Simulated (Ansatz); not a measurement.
## Electronic structure of ClF₅W···Cl (doublet) in real space

Input

```
crystal:
  periodic: [false, false, false]
  atoms:
    - { symbol: W, position_ang: [0.0, 0.0, 0.0] }
    - { symbol: Cl, position_ang: [0.0, 0.0, 2.64] }
    - { symbol: F, position_ang: [1.85, 0.0, 0.0] }
    - { symbol: F, position_ang: [0.0, 1.85, 0.0] }
    - { symbol: F, position_ang: [-1.85, 0.0, 0.0] }
    - { symbol: F, position_ang: [0.0, -1.85, 0.0] }
    - { symbol: F, position_ang: [0.0, 0.0, -1.85] }
    - { symbol: Cl, position_ang: [0.0, 0.0, 4.98] }
magnetization:
  spin_polarized: true
  initial_magnetization: 1
basis:
  gaussian: { orbitals: def2-SVP }
hamiltonian:
  xc: pbe
relax:
  f_tol: 0.15
  max_steps: 25
  restrain:
    - { distance: [1, 7], at: 3.24, k: 30.0 }
    - { distance: [0, 1], at: 2.39, k: 30.0 }
output:
  orbitals: {}
```

Run with:

```sh
ansatz run input.yaml --threads 4 --pin off --max-ram 5120MiB --backend cpu --events-out ev --progress --plain --runs-dir out
```

The fields are those of the run's last geometry, not of the input's.

Core potentials replace the inner electrons of W; not at a stationary point (largest force 0.9 eV/Å).

These are results of Ansatz 0.2.0, UKS PBE/def2-SVP, not measurements.

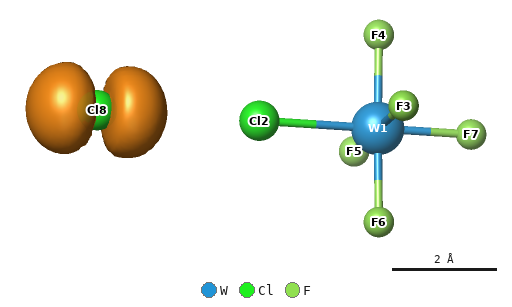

Figure 1. Isosurfaces of the spin density (α minus β) at +0.05 (orange) and −0.05 e/Å³ (purple), seen at a tilt.

### Where is the unpaired spin?

The unpaired spin (1 electron) lies mostly on Cl8 (about 1.0), in electrons by Hirshfeld's partition. Only one sign reaches the isovalue.

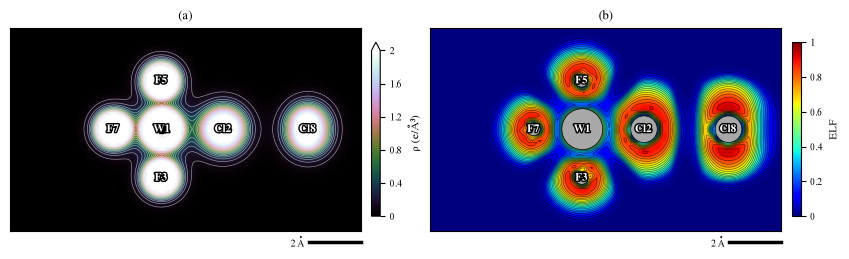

Figure 2. (a) electron density; (b) electron localisation function on the plane of atoms Cl2, W1 and F5. Grey discs cover the atomic cores in the ELF map.

### Interpret the plot.

- Atoms in the plane: W, Cl and F.
- Cl2···Cl8 (3.24 Å): the density falls to about 0.07 e/Å³ on the way; the ELF dips to about 0.05 between them; a weak contact between the two molecules.
- W–F (1.86 Å): ρ is about 1.1 e/Å³ halfway; the ELF peaks at about 0.80 in the valence shell of F, 0.5 Å from its nucleus, and drops to about 0.25 between the two atoms.
- W–Cl (2.36 Å): the density is about 0.6 e/Å³ at the midpoint; the ELF peaks at about 0.85 in the valence shell of Cl, 0.9 Å from its nucleus, and is about 0.35 at the midpoint.

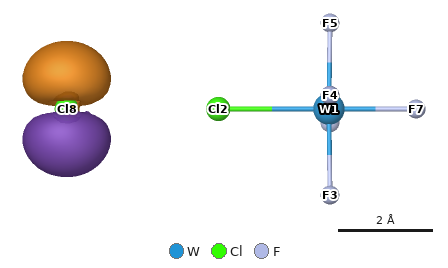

Figure 3. The HOMO (α) at ±0.2 Å⁻³ᐟ² (orange and purple are the two phases), seen from one side.

### Describe this orbital and give its energy.

Its weight (Hirshfeld) is mainly on Cl8 (about 100 %); largely a lone pair of Cl8. It is one of a degenerate set, so its orientation is arbitrary. Its energy is −7.84 eV.
